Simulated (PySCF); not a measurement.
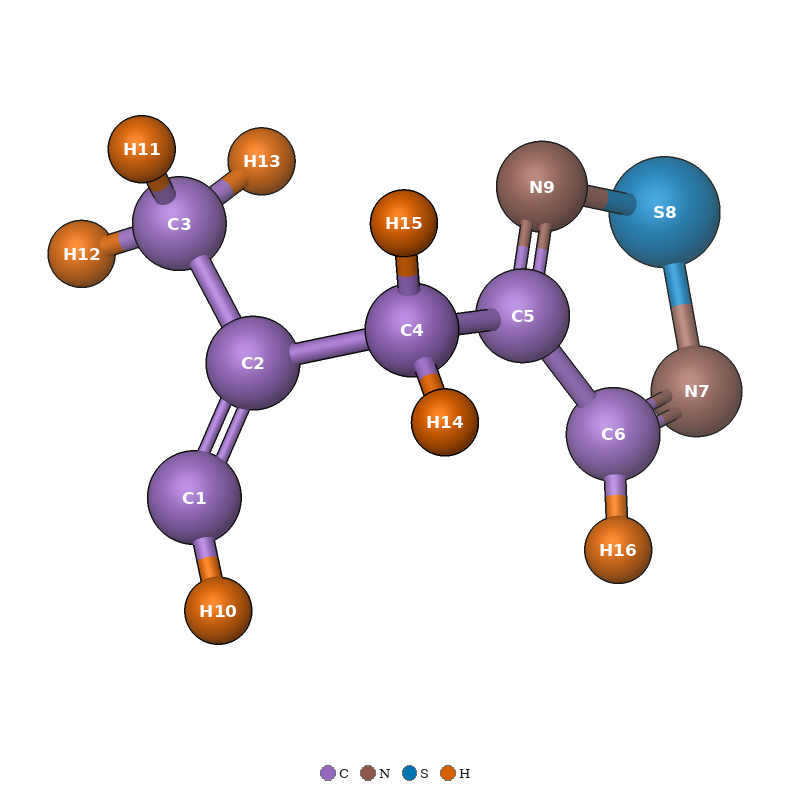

Charge 0, doublet. The geometry was computed by an optimisation with GFN2-xTB. No frequency run is at hand to confirm it as a minimum. Computed with UKS B3LYP, pcH-1 on C H N S, non-relativistic (PySCF 2.14.0). Fermi-contact and spin-dipolar terms alone, no spin-orbit part.

Which nucleus has the largest dipolar (anisotropic) hyperfine coupling?

13C at C1: principal values −81.4, −60.2, 141.6 MHz.

List the isotropic and dipolar parts for the most strongly coupled nuclei, one of each equivalent set.

```tsv
atom	isotope	a_iso (MHz)	dipolar part (MHz)
C1	13C	289.4	−81.4, −60.2, 141.6
H10	1H	27.8	−32.8, −6.3, 39.1
C2	13C	−10.6	−18.5, 2.3, 16.2
C4	13C	80.2	−8.6, −7.7, 16.4
C3	13C	49.6	−4.9, −4.3, 9.2
H12	1H	−4.1	−6.0, −2.3, 8.3
H14	1H	−4.4	−6.4, −1.6, 7.9
H15	1H	2.4	−4.4, −1.1, 5.5
```
